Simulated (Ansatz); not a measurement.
# CH₄N₂Si: what the fields show

The calculation's input:

```
crystal:
  periodic: [false, false, false]
  atoms:
    - {symbol: C, position_ang: [0.215992, -0.676935, -0.906657]}
    - {symbol: N, position_ang: [1.278296, -0.621054, -0.169555]}
    - {symbol: Si, position_ang: [0.344369, 0.473503, 0.845683]}
    - {symbol: N, position_ang: [-0.780620, 0.194880, -0.489373]}
    - {symbol: H, position_ang: [0.085697, -1.314262, -1.786785]}
    - {symbol: H, position_ang: [-0.101800, -0.068814, 2.151238]}
    - {symbol: H, position_ang: [0.806095, 1.873319, 1.005944]}
    - {symbol: H, position_ang: [-1.755930, 0.082263, -0.706195]}
basis:
  gaussian: {orbitals: def2-TZVPP}
hamiltonian: {xc: pbe0, dispersion: d4}
output: {orbitals: {seedname: orbitals}}
```

Run with:

```sh
ansatz run in.yaml --threads 2 --pin off --events-out ev --progress --plain --max-ram 4352MiB
```

Geometry: PBE0-D4/def2-TZVP.

Level of theory: Ansatz, RKS PBE0-D4/def2-TZVPP.

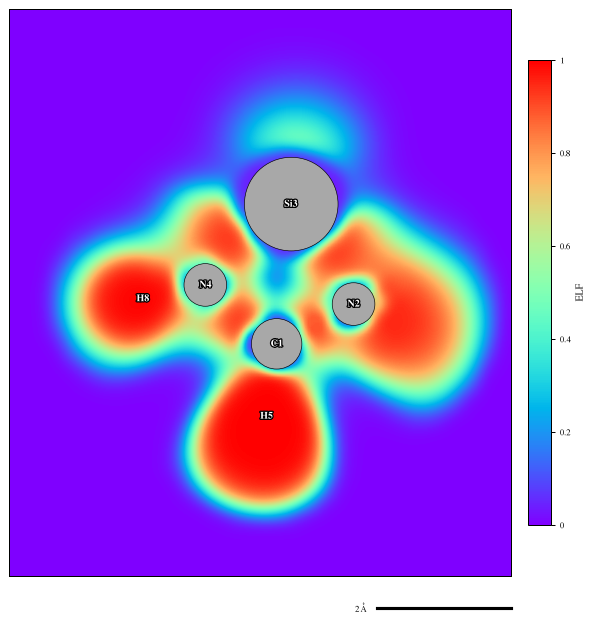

Figure 1. ELF on the plane of atoms C1, Si3 and N2. Grey discs cover the atomic cores.

Describe what can be read from this map.

- The plane passes through C, N, Si and H nuclei.
- C–N (1.29 Å): the ELF peaks at about 0.90 between the atoms; a covalent bond.
- Si–N (1.76 Å): the ELF peaks at about 0.90 between the atoms (a shared but strongly polarised pair).
- C–Si (2.10 Å): the ELF is about 0.25 at the midpoint.
- N–H (1.01 Å): the ELF climbs to about 1 towards the hydrogen, as it does in any bond to H: an ordinary covalent bond to hydrogen.
- C–N (1.39 Å): the ELF peaks at about 0.90 between the atoms; localised, covalent bonding.
- The ELF also peaks beside N2, away from the bonds: lone-pair regions.

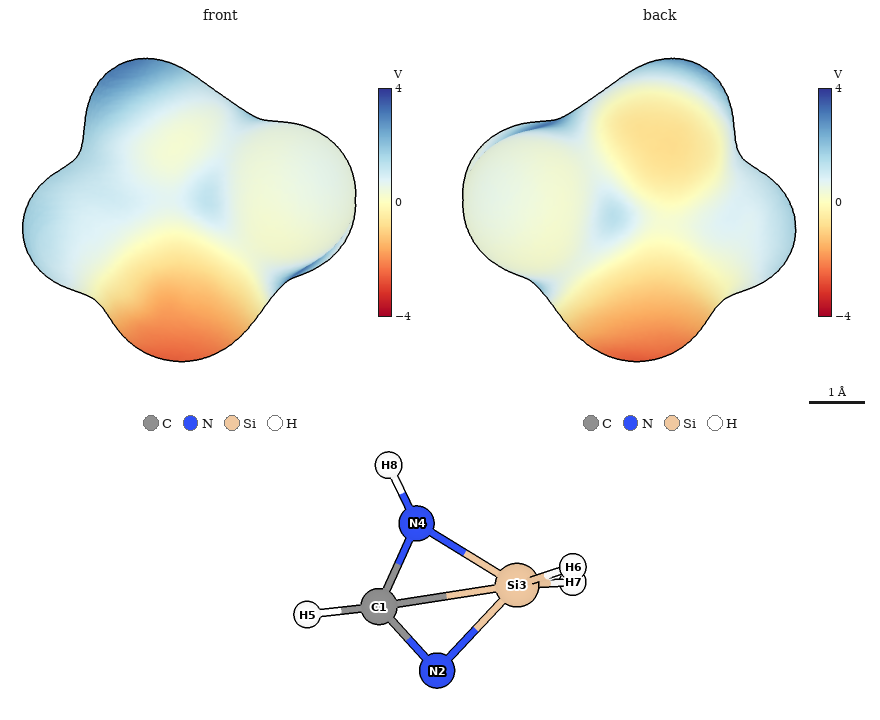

Figure 2. The electrostatic potential painted on the density surface at 0.004 e/bohr³, seen from the front and from behind; red is negative and blue positive. The bare structure is drawn below in the same view.

Which sites attract a positive test charge, and which a negative one?

A positive charge is drawn to the negative regions and a negative charge to the positive ones. The most negative region (about −2.5 V, or −58 kcal/mol for a unit charge) lies over N2, the most positive (about +3.0 V, or +69 kcal/mol for a unit charge) over Si3 and H8. N2 is the likeliest acceptor of a hydrogen bond.

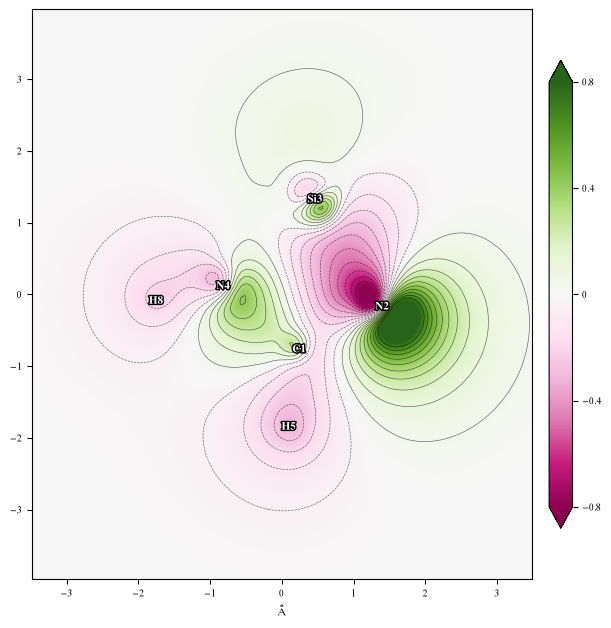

Figure 3. The HOMO−1 on the plane of atoms C1, Si3 and N2 (values in Å⁻³ᐟ²; the overall sign is arbitrary).

What is the character of this orbital?

It lies mainly on N2 (about 65 %), Si3 (about 10 %), C1 (about 10 %) and N4 (about 5 %). Its energy is −7.64 eV.
